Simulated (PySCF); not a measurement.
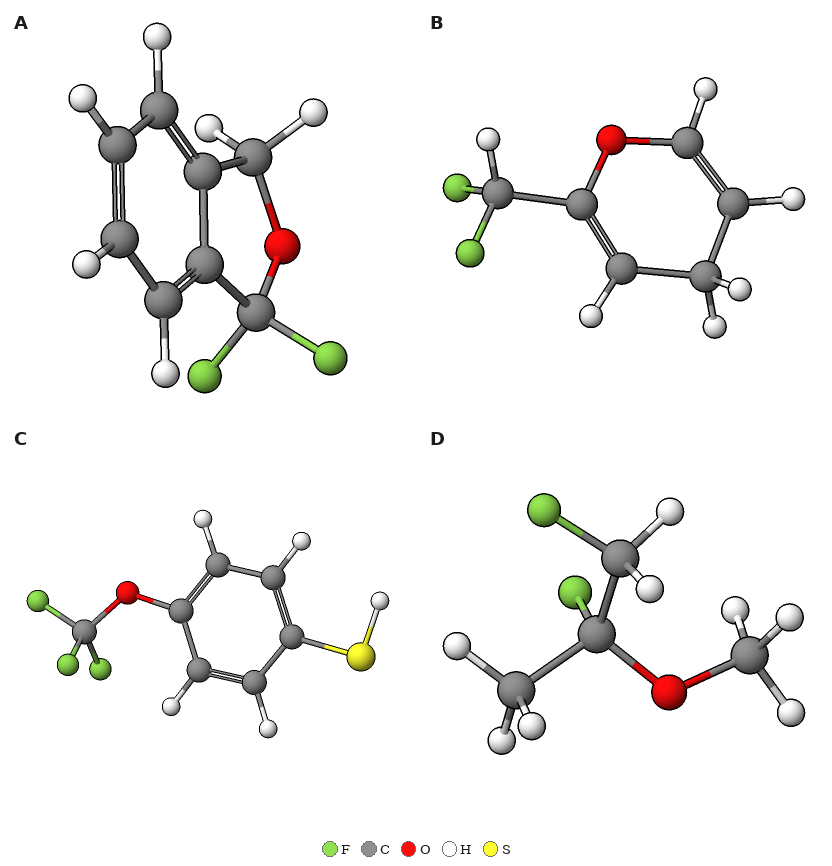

Figure made from data computed with PySCF.

```xyz
17
charge 0, multiplicity 1
F    -2.0114   -1.9195   -0.9637
C    -1.6955   -1.1035    0.0644
F    -1.9963   -1.8038    1.1787
O    -2.4562    0.0289    0.0086
C    -1.6674    1.2077   -0.0526
C    -0.2483    0.7284   -0.0366
C     0.9585    1.4207   -0.0768
C     2.1408    0.6810   -0.0449
C     2.1177   -0.7168    0.0257
C     0.9063   -1.4051    0.0659
C    -0.2642   -0.6570    0.0325
H    -1.9069    1.8501    0.8115
H    -1.9167    1.7635   -0.9721
H     0.9870    2.5116   -0.1313
H     3.1014    1.2006   -0.0753
H     3.0585   -1.2710    0.0497
H     0.8754   -2.4954    0.1214
```

Question: Which picture belongs to the input above?

Answer: A. The file holds C8H6F2O, `FC1(F)OCc2ccccc21`.
